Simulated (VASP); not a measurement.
Band structure of TaTe (relaxed from the rock salt structure, space group Fm-3m). Calculation: PBEsol GGA, VASP's PBE PAW potentials (set 64) (plane waves; VASP 6.6.1).

Unless said otherwise, spin-orbit coupling is left out, though it shifts the bands of the heavy elements here.

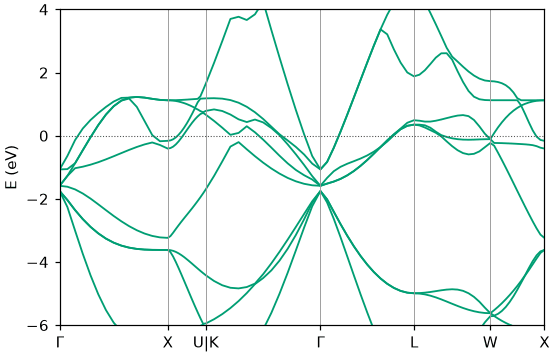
Bands along high-symmetry lines, zero at the valence-band maximum or, without a gap, the Fermi level

Q: Read the plot: is there a gap, and where are the band edges?

A: It has no gap at this level: it comes out as a metal or semimetal. (Edges off the drawn lines would not show.)

The structure was generated: TaTe was put into the rock salt type (Fm-3m), which need not be its known phase. It was relaxed first, which changed the volume by -40 %. The electron count is odd and the run is not spin-polarised, which forces a metal. VASP warned that the highest band is occupied, so more bands are needed.
